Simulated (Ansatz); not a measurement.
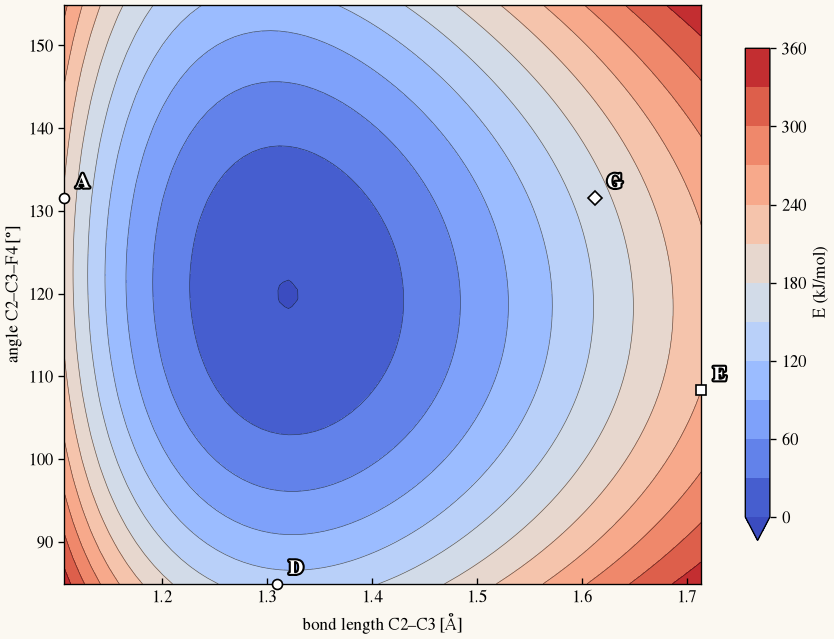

C₂HFO, SMILES O=C=CF. First axis: bond length C2–C3. Second axis: angle C2–C3–F4. Nothing is relaxed (all other coordinates rigid). Grid: 7 × 7 points. Points are written as (first, second). All energies are given in kJ/mol relative to the lowest grid point. The calculation used RKS wB97X-V/def2-TZVP in Ansatz 0.2.0.

Drawn: filled contours, lettered points. Between grid points the surface is interpolated.

### Rank the lettered points by energy, lowest first.

D (133 kJ/mol), G (168 kJ/mol), A (208 kJ/mol), E (240 kJ/mol).
